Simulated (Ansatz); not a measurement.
## Electronic structure of CH₆AsGeN in real space

```yaml
atoms:
  - { symbol: N, position_ang: [-1.3337, 1.4689, 0.0482] }
  - { symbol: C, position_ang: [-1.1460, 0.3673, 0.6775] }
  - { symbol: Ge, position_ang: [-0.1134, -1.0549, -0.1074] }
  - { symbol: As, position_ang: [2.1264, -0.2943, -0.5054] }
  - { symbol: H, position_ang: [-0.9380, 1.6211, -0.8908] }
  - { symbol: H, position_ang: [-1.5756, 0.2314, 1.6637] }
  - { symbol: H, position_ang: [-0.0806, -2.2616, 0.8647] }
  - { symbol: H, position_ang: [-0.7614, -1.4850, -1.4481] }
  - { symbol: H, position_ang: [1.6235, 1.0134, -1.1992] }
  - { symbol: H, position_ang: [2.1988, 0.3938, 0.8969] }
```

These are results of SCF PBE0, Gaussian basis in Ansatz, not measurements.

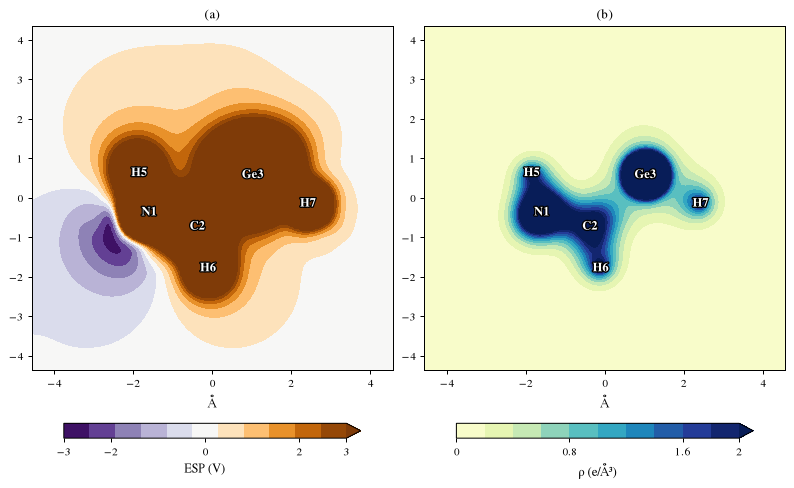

Figure 1. (a) electrostatic potential; (b) total electron density on the plane of atoms C2, Ge3 and H7.

Read the bonding off the picture.

- Atoms in the plane: N, C, Ge and H.
- C–N (1.28 Å): ρ is about 2.7 e/Å³ halfway.
- C–Ge (1.92 Å): ρ at the midpoint is about 0.92 e/Å³.
- N–H (1.03 Å): ρ at the midpoint is about 2.8 e/Å³.
- C–H (1.08 Å): the density is about 2 e/Å³ at the midpoint.
- Ge–H (1.55 Å): ρ is about 1 e/Å³ halfway.
- Outside the dense part of the molecule the potential is most negative (−2.7 V) near N1.

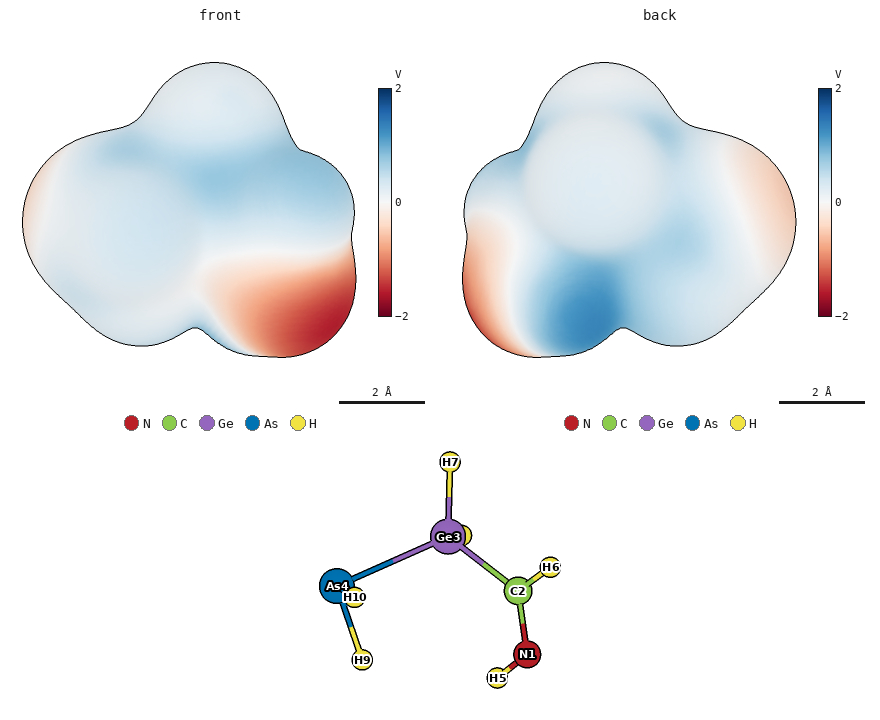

Figure 2. The molecular electrostatic potential painted on the density surface at 0.001 e/bohr³, seen from the front and from behind; the colour scale runs from red (negative) to blue (positive). The bare structure is drawn below in the same view.

Which sites attract a positive test charge, and which a negative one?

A positive charge is drawn to the negative regions and a negative charge to the positive ones. The most negative region (about −1.5 V) lies over N1, the most positive (about +1.3 V) over H5. N1 is the likeliest acceptor of a hydrogen bond.

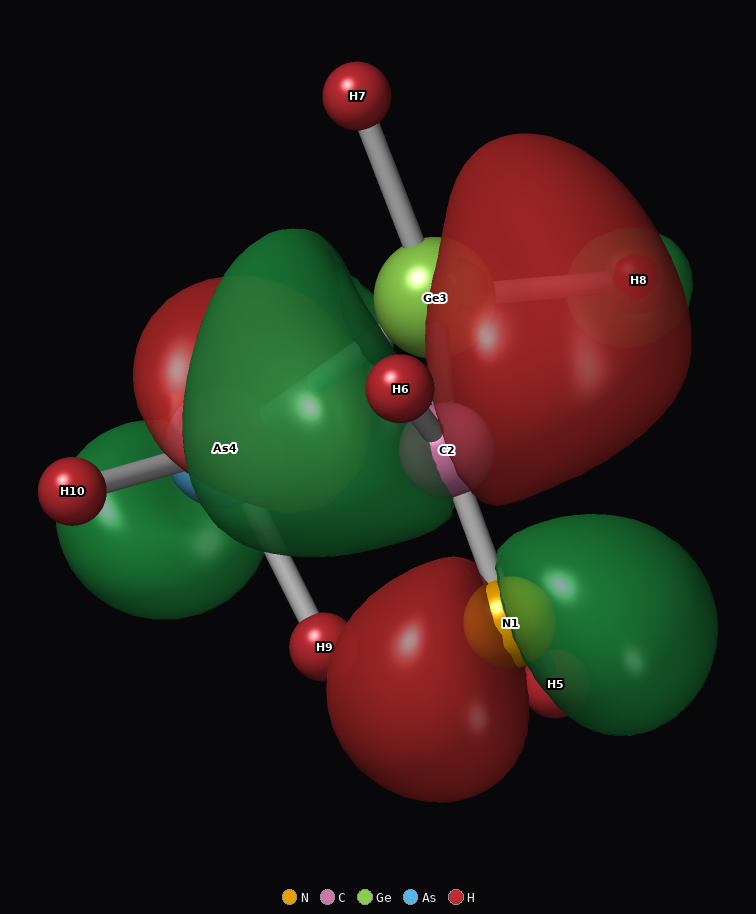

Figure 3. The LUMO at ±0.1 Å⁻³ᐟ² (green and red are the two phases), seen at an oblique angle.

Describe this orbital and give its energy.

By Hirshfeld shares it lies mainly on N1 (about 30 %), C2 (about 30 %), Ge3 (about 15 %) and As4 (about 10 %); π-antibonding (π*) across N1–C2. Its energy is −1.00 eV.

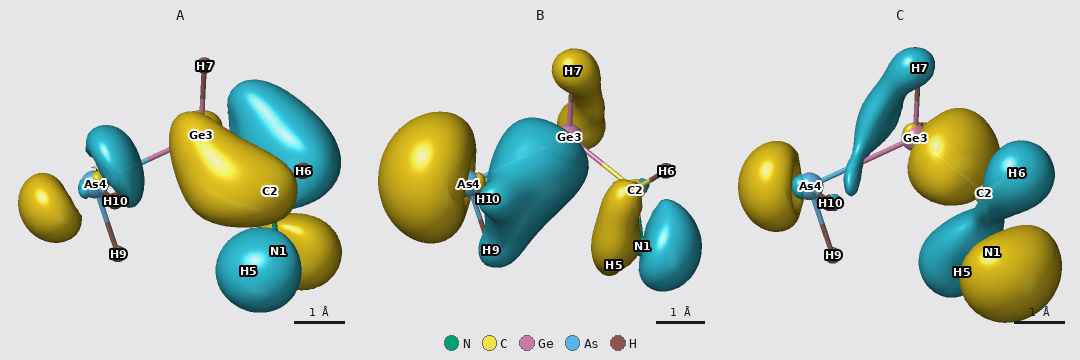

Figure 4. Three frontier orbitals at ±0.1 Å⁻³ᐟ² (yellow and cyan are the two phases), in no order.

Which picture is the HOMO−1, the HOMO and the LUMO?

B is the HOMO−1 (−7.63 eV). By Hirshfeld shares it lies mainly on As4 (about 55 %), Ge3 (about 15 %) and N1 (about 15 %). C is the HOMO (−6.71 eV). By Hirshfeld shares it lies mainly on N1 (about 45 %), C2 (about 15 %), Ge3 (about 15 %) and As4 (about 10 %). A is the LUMO (−1.00 eV). By Hirshfeld shares it lies mainly on N1 (about 30 %), C2 (about 30 %), Ge3 (about 15 %) and As4 (about 10 %); π-antibonding (π*) across N1–C2.

What is the HOMO–LUMO gap?

5.71 eV between the orbital energies.
